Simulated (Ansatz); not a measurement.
# O₂+ (doublet): PBE, BLYP, r2SCAN, B97M-V, PBE0, B3LYP, wB97M-V, B2PLYP over vertical gaps between states, def2-QZVPP

How well do these functionals follow the top wave-function level for O₂+ (doublet) over vertical gaps between states?

The runs use Ansatz 0.2.0, Gaussian basis; def2-QZVPP, all electrons in the functionals, frozen cores in the correlation of double hybrids and RPA.

To be run: PBE, BLYP, r2SCAN, B97M-V, PBE0, B3LYP, wB97M-V, B2PLYP, at charge 1, doublet; charge 1, quartet.

**1. What is computed**

The geometry is a PBE0/def2-TZVP stationary point (not a proven minimum).

2 atoms, charge 1, spin multiplicity 2.

Atoms are counted from 1 here; the program's logs count them from 0.

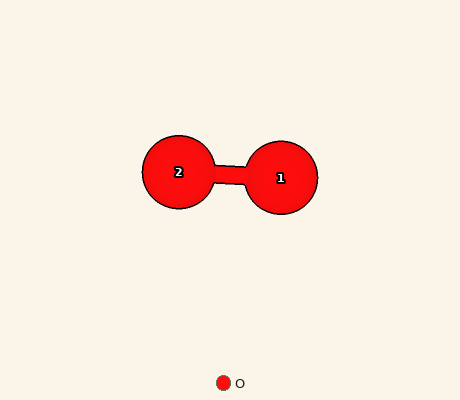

The structure; oxygen red; atoms are numbered from 1 in the order of the file.

No dispersion term is added; B97M-V, wB97M-V hold VV10 nonlocal correlation. B3LYP takes the VWN-RPA correlation.

The geometry shown and the zero of energy belong to the point charge 1, doublet. The yardstick, UCCSD(T), and other wave-function levels (R restricted, U unrestricted, valence and pair active spaces) come from earlier runs.

**2. PBE, charge 1, doublet**

Input file in.yaml:

```yaml
crystal:
  periodic: [false, false, false]
  atoms:
    - {symbol: O, position_ang: [0.000000, 0.000000, 0.000000]}
    - {symbol: O, position_ang: [0.000000, 0.000000, 1.098200]}
basis:
  gaussian: {orbitals: "def2-QZVPP.json"}
total_charge: 1
magnetization: {spin_polarized: true, initial_magnetization: 1}
hamiltonian: {xc: {name: PBE}}
output: {orbitals: {seedname: orbitals}}
```

Launch:

```sh
$ ansatz run in.yaml --threads 1 --pin off --events-out ev --progress --plain --max-ram 2393MiB
```

Output:

```text
Functional definition: PBE
  name "PBE"
  cite "Perdew, Burke & Ernzerhof, Phys. Rev. Lett. 77, 3865 (1996) doi:10.1103/PhysRevLett.77.3865"
  parent pbe
  parameter kappa = 0.804
  parameter beta = 0.06672455060314922
  exchange = pbe_x(kappa = kappa, mu = beta*pi^2/3)
  correlation = pbe_c(beta = beta)
356 factors; their error is unknown
mean field evaluation 1: about -4074.0297 eV, gradient 3.0e1 eV
mean field evaluation 2: about -4075.0745 eV, gradient 2.2e1 eV
mean field evaluation 4: about -4076.4737 eV, gradient 2.3e-1 eV
mean field evaluation 8: about -4076.4698 eV, gradient 1.6e-3 eV
mean field evaluation 16: about -4076.4751 eV, gradient 9.5e-2 eV
mean field -4076.46976443 eV, -149.8075007122 hartree, gradient 9.6e-6 eV, S^2 0.751386; 2 other end points of the search recorded, 0 dependent functions left out
reference -4076.46978226 eV, -149.8075013676 hartree; 8, 7 occupied and 106, 107 virtual orbitals, 356 factors
Total energy: -4076.46978226 eV, -149.8075013676 hartree
```

Wall time 1.4 s (1 thread of Arm Neoverse V2, shared host).

From the report: ⟨S²⟩ of the determinant 0.751 (pure doublet: 0.75).

**3. PBE, charge 1, quartet**

in.yaml: that of step 2 with these lines changed.

```diff
@@ -8,3 +8,3 @@
 total_charge: 1
-magnetization: {spin_polarized: true, initial_magnetization: 1}
+magnetization: {spin_polarized: true, initial_magnetization: 3}
 hamiltonian: {xc: {name: PBE}}
```

Same command.

Output:

```text
Functional definition: PBE
  name "PBE"
  cite "Perdew, Burke & Ernzerhof, Phys. Rev. Lett. 77, 3865 (1996) doi:10.1103/PhysRevLett.77.3865"
  parent pbe
  parameter kappa = 0.804
  parameter beta = 0.06672455060314922
  exchange = pbe_x(kappa = kappa, mu = beta*pi^2/3)
  correlation = pbe_c(beta = beta)
356 factors; their error is unknown
mean field evaluation 1: about -4066.6768 eV, gradient 3.2e1 eV
mean field evaluation 2: about -4066.9102 eV, gradient 3.1e1 eV
mean field evaluation 4: about -4069.5769 eV, gradient 2.8e0 eV
mean field evaluation 8: about -4069.5962 eV, gradient 8.5e-3 eV
mean field evaluation 16: about -4069.5973 eV, gradient 1.2e0 eV
mean field evaluation 32: about -4069.6443 eV, gradient 6.4e-1 eV
mean field evaluation 64: about -4069.5961 eV, gradient 1.0e-1 eV
mean field evaluation 96: about -4069.6454 eV, gradient 1.2e-2 eV
mean field -4069.64541662 eV, -149.5567105561 hartree, gradient 4.3e-7 eV, S^2 3.755536; 8 other end points of the search recorded, 0 dependent functions left out
reference -4069.64543551 eV, -149.5567112502 hartree; 9, 6 occupied and 105, 108 virtual orbitals, 356 factors
Total energy: -4069.64543551 eV, -149.5567112502 hartree
```

It took 13 s on 1 thread of Arm Neoverse V2, shared host.

From the report: ⟨S²⟩ of the determinant 3.756 (pure quartet: 3.75).

From charge 1, doublet: +157.4 kcal/mol.

**4. BLYP, charge 1, doublet**

in.yaml: that of step 3 with these lines changed.

```diff
@@ -8,4 +8,3 @@
 total_charge: 1
-magnetization: {spin_polarized: true, initial_magnetization: 3}
-hamiltonian: {xc: {name: PBE}}
-output: {orbitals: {seedname: orbitals}}
+magnetization: {spin_polarized: true, initial_magnetization: 1}
+hamiltonian: {xc: {name: BLYP}}
```

The command is unchanged.

Output:

```text
Functional definition: BLYP
  name "BLYP"
  cite "Becke, Phys. Rev. A 38, 3098 (1988) doi:10.1103/PhysRevA.38.3098"
  cite "Lee, Yang & Parr, Phys. Rev. B 37, 785 (1988) doi:10.1103/PhysRevB.37.785"
  parameter beta = 0.0042
  parameter a = 0.04918
  parameter b = 0.132
  parameter c = 0.2533
  parameter d = 0.349
  exchange = b88_x(beta = beta)
  correlation = lyp_c(a = a, b = b, c = c, d = d)
356 factors; their error is unknown
mean field evaluation 1: about -4077.4606 eV, gradient 3.2e1 eV
mean field evaluation 2: about -4078.4451 eV, gradient 2.5e1 eV
mean field evaluation 4: about -4080.2014 eV, gradient 2.4e-1 eV
mean field evaluation 8: about -4080.1976 eV, gradient 1.5e-3 eV
mean field evaluation 16: about -4080.2032 eV, gradient 9.3e-2 eV
mean field -4080.19761614 eV, -149.9444967357 hartree, gradient 1.1e-5 eV, S^2 0.751513; 2 other end points of the search recorded, 0 dependent functions left out
reference -4080.19777886 eV, -149.9445027158 hartree; 8, 7 occupied and 106, 107 virtual orbitals, 356 factors
Total energy: -4080.19777886 eV, -149.9445027158 hartree
```

Run time: 1.6 s. Hardware: 1 thread of Arm Neoverse V2, shared host.

From the report: ⟨S²⟩ of the determinant 0.752 (pure doublet: 0.75).

**5. BLYP, charge 1, quartet**

in.yaml: that of step 4 with these lines changed.

```diff
@@ -8,3 +8,3 @@
 total_charge: 1
-magnetization: {spin_polarized: true, initial_magnetization: 1}
+magnetization: {spin_polarized: true, initial_magnetization: 3}
 hamiltonian: {xc: {name: BLYP}}
```

Launched as before.

Output, shortened:

```text
Functional definition: BLYP
  name "BLYP"
  cite "Becke, Phys. Rev. A 38, 3098 (1988) doi:10.1103/PhysRevA.38.3098"
  cite "Lee, Yang & Parr, Phys. Rev. B 37, 785 (1988) doi:10.1103/PhysRevB.37.785"
[...]
356 factors; their error is unknown
[...]
mean field -4073.36812394 eV, -149.6935175268 hartree, gradient 9.5e-6 eV, S^2 3.755042; 9 other end points of the search recorded, 0 dependent functions left out
reference -4073.36828997 eV, -149.6935236282 hartree; 9, 6 occupied and 105, 108 virtual orbitals, 356 factors
Total energy: -4073.36828997 eV, -149.6935236282 hartree
```

Run time: 11 s. Hardware: 1 thread of Arm Neoverse V2, shared host.

From the report: ⟨S²⟩ of the determinant 3.755 (pure quartet: 3.75).

From charge 1, doublet: +157.5 kcal/mol.

**6. r2SCAN, charge 1, doublet**

in.yaml: that of step 5 with these lines changed.

```diff
@@ -8,3 +8,3 @@
 total_charge: 1
-magnetization: {spin_polarized: true, initial_magnetization: 3}
-hamiltonian: {xc: {name: BLYP}}
+magnetization: {spin_polarized: true, initial_magnetization: 1}
+hamiltonian: {xc: {name: r2SCAN}}
```

Launched as before.

Output:

```text
Functional definition: r2SCAN
  name "r2SCAN"
  cite "Furness, Kaplan, Ning, Perdew & Sun, J. Phys. Chem. Lett. 11, 8208 (2020) doi:10.1021/acs.jpclett.0c02405"
  cite "Furness, Kaplan, Ning, Perdew & Sun, J. Phys. Chem. Lett. 11, 9248 (2020) doi:10.1021/acs.jpclett.0c03077"
  parent r2scan
  parameter k0 = 0.174
  parameter k1 = 0.065
  parameter a1 = 4.9479
  exchange = r2scan_x(k0 = k0, k1 = k1, a1 = a1)
  correlation = r2scan_c
356 factors; their error is unknown
mean field evaluation 1: about -4076.4881 eV, gradient 2.7e1 eV
mean field evaluation 2: about -4077.6389 eV, gradient 1.6e1 eV
mean field evaluation 4: about -4078.3002 eV, gradient 2.2e-1 eV
mean field evaluation 8: about -4078.2960 eV, gradient 4.9e-3 eV
mean field evaluation 16: about -4078.0941 eV, gradient 1.0e1 eV
mean field -4078.29597360 eV, -149.8746126614 hartree, gradient 2.0e-5 eV, S^2 0.753118; 2 other end points of the search recorded, 0 dependent functions left out
reference -4078.29597894 eV, -149.8746128579 hartree; 8, 7 occupied and 106, 107 virtual orbitals, 356 factors
Total energy: -4078.29597894 eV, -149.8746128579 hartree
```

Wall time 3.4 s (1 thread of Arm Neoverse V2, shared host).

From the report: ⟨S²⟩ of the determinant 0.753 (pure doublet: 0.75).

**7. r2SCAN, charge 1, quartet**

in.yaml: that of step 6 with these lines changed.

```diff
@@ -8,3 +8,3 @@
 total_charge: 1
-magnetization: {spin_polarized: true, initial_magnetization: 1}
+magnetization: {spin_polarized: true, initial_magnetization: 3}
 hamiltonian: {xc: {name: r2SCAN}}
```

Same command.

Output, shortened:

```text
Functional definition: r2SCAN
  name "r2SCAN"
  cite "Furness, Kaplan, Ning, Perdew & Sun, J. Phys. Chem. Lett. 11, 8208 (2020) doi:10.1021/acs.jpclett.0c02405"
  cite "Furness, Kaplan, Ning, Perdew & Sun, J. Phys. Chem. Lett. 11, 9248 (2020) doi:10.1021/acs.jpclett.0c03077"
  parent r2scan
[...]
356 factors; their error is unknown
[...]
mean field -4072.13714824 eV, -149.6482800040 hartree, gradient 2.6e-5 eV, S^2 3.761539; 6 other end points of the search recorded, 0 dependent functions left out
reference -4072.13715389 eV, -149.6482802117 hartree; 9, 6 occupied and 105, 108 virtual orbitals, 356 factors
Total energy: -4072.13715389 eV, -149.6482802117 hartree
```

Run time: 10 s. Hardware: 1 thread of Arm Neoverse V2, shared host.

From the report: ⟨S²⟩ of the determinant 3.762 (pure quartet: 3.75).

From charge 1, doublet: +142.0 kcal/mol.

**8. B97M-V, charge 1, doublet**

in.yaml: that of step 7 with these lines changed.

```diff
@@ -8,3 +8,3 @@
 total_charge: 1
-magnetization: {spin_polarized: true, initial_magnetization: 3}
-hamiltonian: {xc: {name: r2SCAN}}
+magnetization: {spin_polarized: true, initial_magnetization: 1}
+hamiltonian: {xc: {name: B97M-V}}
```

Launched as before.

Output, shortened:

```text
Functional definition: B97M-V
  name "B97M-V"
  cite "Mardirossian & Head-Gordon, J. Chem. Phys. 142, 074111 (2015) doi:10.1063/1.4907719"
  cite "Becke, J. Chem. Phys. 107, 8554 (1997) doi:10.1063/1.475007"
  cite "Vydrov & Van Voorhis, J. Chem. Phys. 133, 244103 (2010) doi:10.1063/1.3521275"
  # Of w^i u^j: cxij and so on, Table III.
[...]
  gx(w, u) = cx00 + cx01*u + cx02*u^2 + (cx10 + cx11*u)*w
  gss(w, u) = css00 + css02*u^2 + css10*w + (css32*w^3 + css42*w^4)*u^2
  gos(w, u) = cos00 + cos01*u + cos03*u^3 + cos10*w + cos32*w^3*u^2
[...]
      + integral(e_c_pw_mod_opposite_spin*gos(b97_w_opposite, b97_u_opposite)) + vv10(b, c)
356 factors; their error is unknown
[...]
mean field -4078.84198605 eV, -149.8946782491 hartree, gradient 1.8e-5 eV, S^2 0.752841; 3 other end points of the search recorded, 0 dependent functions left out
reference -4078.84201141 eV, -149.8946791809 hartree; 8, 7 occupied and 106, 107 virtual orbitals, 356 factors
Total energy: -4078.84201141 eV, -149.8946791809 hartree
```

Wall time 6 s (1 thread of Arm Neoverse V2, shared host).

From the report: ⟨S²⟩ of the determinant 0.753 (pure doublet: 0.75).

**9. B97M-V, charge 1, quartet**

in.yaml: that of step 8 with these lines changed.

```diff
@@ -8,3 +8,3 @@
 total_charge: 1
-magnetization: {spin_polarized: true, initial_magnetization: 1}
+magnetization: {spin_polarized: true, initial_magnetization: 3}
 hamiltonian: {xc: {name: B97M-V}}
```

The command is unchanged.

Output, shortened:

```text
Functional definition: B97M-V
  name "B97M-V"
  cite "Mardirossian & Head-Gordon, J. Chem. Phys. 142, 074111 (2015) doi:10.1063/1.4907719"
  cite "Becke, J. Chem. Phys. 107, 8554 (1997) doi:10.1063/1.475007"
  cite "Vydrov & Van Voorhis, J. Chem. Phys. 133, 244103 (2010) doi:10.1063/1.3521275"
  # Of w^i u^j: cxij and so on, Table III.
[...]
  gx(w, u) = cx00 + cx01*u + cx02*u^2 + (cx10 + cx11*u)*w
  gss(w, u) = css00 + css02*u^2 + css10*w + (css32*w^3 + css42*w^4)*u^2
  gos(w, u) = cos00 + cos01*u + cos03*u^3 + cos10*w + cos32*w^3*u^2
[...]
      + integral(e_c_pw_mod_opposite_spin*gos(b97_w_opposite, b97_u_opposite)) + vv10(b, c)
356 factors; their error is unknown
[...]
mean field -4072.66546731 eV, -149.6676953717 hartree, gradient 9.2e-6 eV, S^2 3.761417; 5 other end points of the search recorded, 0 dependent functions left out
reference -4072.66549431 eV, -149.6676963640 hartree; 9, 6 occupied and 105, 108 virtual orbitals, 356 factors
Total energy: -4072.66549431 eV, -149.6676963640 hartree
```

Wall time 14 s (1 thread of Arm Neoverse V2, shared host).

From the report: ⟨S²⟩ of the determinant 3.761 (pure quartet: 3.75).

From charge 1, doublet: +142.4 kcal/mol.

**10. PBE0, charge 1, doublet**

in.yaml: that of step 9 with these lines changed.

```diff
@@ -8,3 +8,4 @@
 total_charge: 1
-magnetization: {spin_polarized: true, initial_magnetization: 3}
-hamiltonian: {xc: {name: B97M-V}}
+magnetization: {spin_polarized: true, initial_magnetization: 1}
+hamiltonian: {xc: {name: PBE0}}
+output: {orbitals: {seedname: orbitals}}
```

The command is unchanged.

Output:

```text
Functional definition: PBE0
  name "PBE0"
  cite "Adamo & Barone, J. Chem. Phys. 110, 6158 (1999) doi:10.1063/1.478522"
  cite "Perdew, Burke & Ernzerhof, Phys. Rev. Lett. 77, 3865 (1996) doi:10.1103/PhysRevLett.77.3865"
  parent pbe
  parameter a = 0.25
  parameter kappa = 0.804
  parameter beta = 0.06672455060314922
  exchange = (1 - a)*pbe_x(kappa = kappa, mu = beta*pi^2/3) + a*exact_x
  correlation = pbe_c(beta = beta)
356 factors; their error is unknown
mean field evaluation 1: about -4074.6273 eV, gradient 2.3e1 eV
mean field evaluation 2: about -4075.5584 eV, gradient 1.2e1 eV
mean field evaluation 4: about -4075.9518 eV, gradient 1.5e-1 eV
mean field evaluation 8: about -4075.9557 eV, gradient 9.1e-4 eV
mean field -4075.95571380 eV, -149.7886097001 hartree, gradient 1.6e-5 eV, S^2 0.752951; 0 other end points of the search recorded, 0 dependent functions left out
reference -4075.95572665 eV, -149.7886101724 hartree; 8, 7 occupied and 106, 107 virtual orbitals, 356 factors
Total energy: -4075.95572665 eV, -149.7886101724 hartree
```

Wall time 1.2 s (1 thread of Arm Neoverse V2, shared host).

From the report: ⟨S²⟩ of the determinant 0.753 (pure doublet: 0.75).

(Part 1 of 2 ends here.)
